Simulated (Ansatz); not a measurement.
Molecule (SMILES): OCl (OH-Cl).
Geometry (B3LYP-D3(BJ)/def2-TZVP, fixed):
```xyz
3

O      0.0220     1.1044    -0.0012
H     -0.9233     1.3146     0.0160
Cl     0.0439    -0.5970    -0.0004
```
Charge 0, spin multiplicity 1.

Basis-set convergence of the dipole moment at HF with Ansatz (a first-principles code). Dipoles come from the density behind the forces; the sign is taken along the dipole that this method gives in the largest set. Cartesian d functions, on some or all atoms, in 6-31G*, 6-31+G*, 6-311G**, 6-311+G**; all else is spherical. The program fits the integrals of some runs and decomposes those of others, by size. No added dispersion term, no relativity. Reference: the value in aug-pcseg-3, 1.620 D. Deviations are taken from unrounded values.

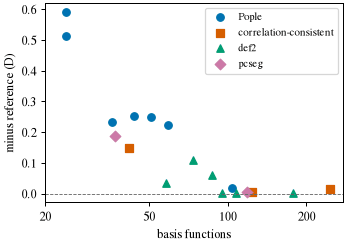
*Deviation from the reference against the number of basis functions, by family of sets.*

| basis | functions | dipole moment (D) | minus reference (D) |
|---|---|---|---|
| 3-21G | 24 | 2.134 | 0.514 |
| 6-31G | 24 | 2.212 | 0.592 |
| 6-31G* | 36 | 1.851 | 0.232 |
| pcseg-1 | 37 | 1.809 | 0.189 |
| cc-pV(D+d)Z | 42 | 1.768 | 0.148 |
| 6-31+G* | 44 | 1.873 | 0.253 |
| 6-311G** | 51 | 1.870 | 0.251 |
| def2-SVPD | 58 | 1.654 | 0.034 |
| 6-311+G** | 59 | 1.842 | 0.222 |
| def2-TZVP | 74 | 1.730 | 0.110 |
| def2-TZVPP | 87 | 1.680 | 0.061 |
| def2-TZVPD | 95 | 1.621 | 0.001 |
| 6-311++G(3df,3pd) | 104 | 1.639 | 0.019 |
| def2-TZVPPD | 108 | 1.621 | 0.002 |
| aug-pcseg-2 | 119 | 1.625 | 0.005 |
| aug-cc-pV(T+d)Z | 124 | 1.624 | 0.004 |
| def2-QZVPPD | 178 | 1.620 | 0.001 |
| cc-pV(5+d)Z | 246 | 1.633 | 0.014 |
